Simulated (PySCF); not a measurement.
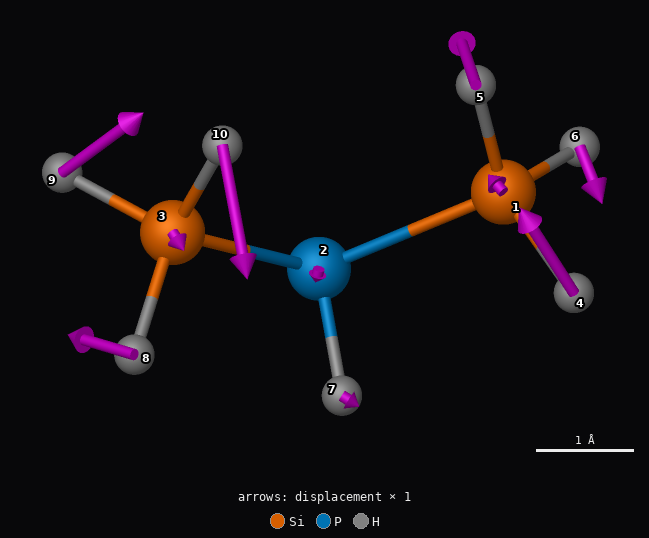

This is a relaxation of Si₂PH₇. The starting structure is drawn; purple arrows show the displacements, at their true length. The two geometries are superimposed by the best rigid fit.

A ball-and-stick model, seen at a tilt.

The start comes from GFN2-xTB.

Computed with PySCF 2.14.0, density-fitted response routines, PBE0-D3(BJ)/def2-SVP geometry optimisation, gas phase. 

Which element moves most?

Hydrogen: up to 1.46 Å, against 0.27 Å for silicon.

Describe the change and its energy.

Over 18 geometry steps the energy falls by 5.60 kcal/mol. H10 moves most after the best rigid fit: 1.46 Å. By element the largest moves are H 1.46 Å, Si 0.27 Å, P 0.17 Å. Some distances before and after: P2–H7 1.377 → 1.430 Å, Si1–H4 1.463 → 1.496 Å, Si1–H5 1.464 → 1.494 Å, Si1–P2 2.235 → 2.263 Å. Bond angles that change, for instance: Si1–P2–Si3 104.4° → 96.7°, P2–Si1–H4 111.1° → 113.6°, P2–Si1–H5 109.9° → 107.5°. Groups turn about P2–Si3 by about 60°, Si1–P2 by about 45°.
